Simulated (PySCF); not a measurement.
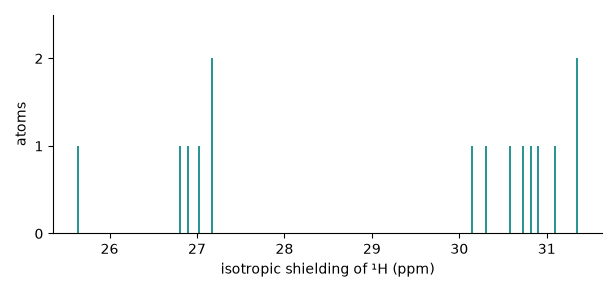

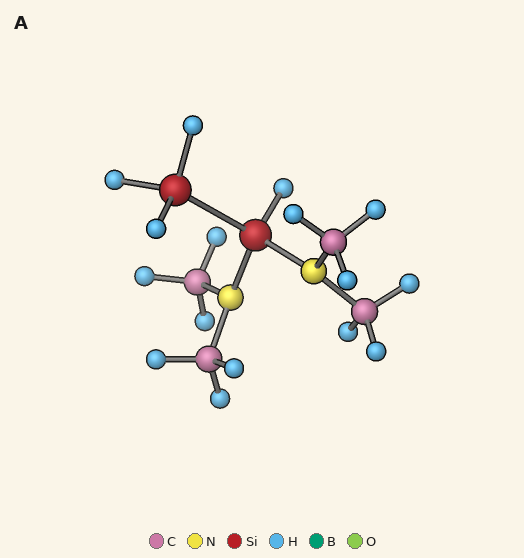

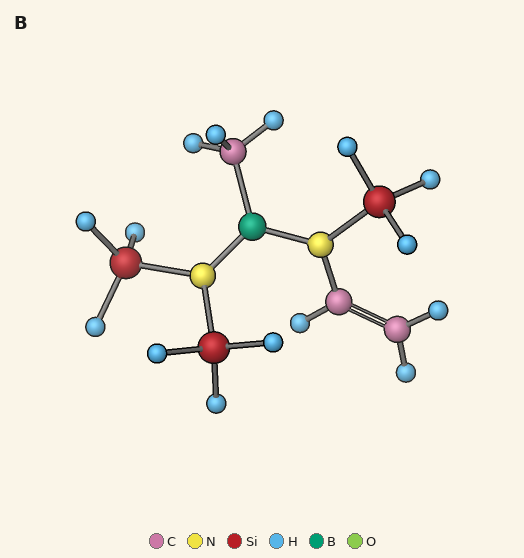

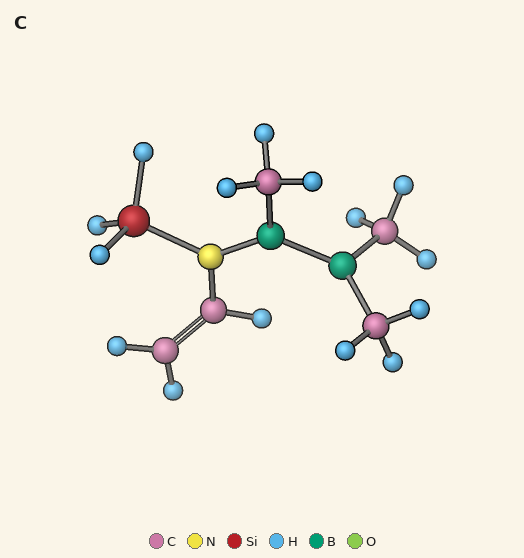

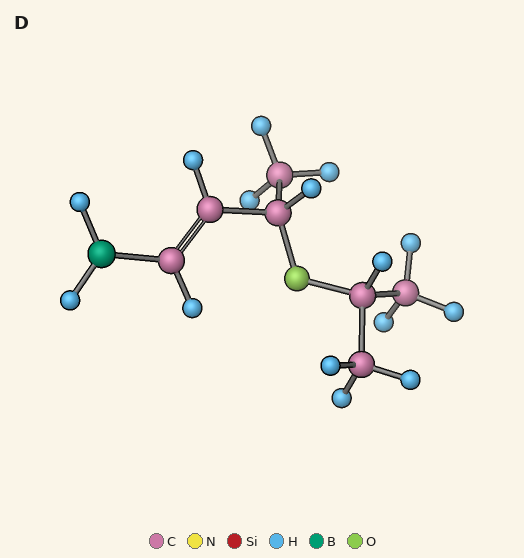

The sticks are computed shieldings of one of the molecules, for one fixed geometry (GFN2-xTB) without averaging over rotations. Low shielding means a high chemical shift. Method: GIAO PBE0/pcSseg-1 NMR shielding, non-relativistic, gas phase (PySCF 2.14.0).

Match the spectrum to a structure.

C, `C=CN([SiH3])B(C)B(C)C`. Its 15 H atoms give lines at 25.64, 26.81, 26.90, 27.03, 27.17 (2 atoms), 30.15, 30.31, 30.58, 30.73, 30.82, 30.90, 31.09, 31.35 (2 atoms) ppm.

The geometry is semi-empirical. Around B, Si such bond lengths and angles can be off by a tenth of an ångström or more and by several degrees, and values that hang on the shape move with them.
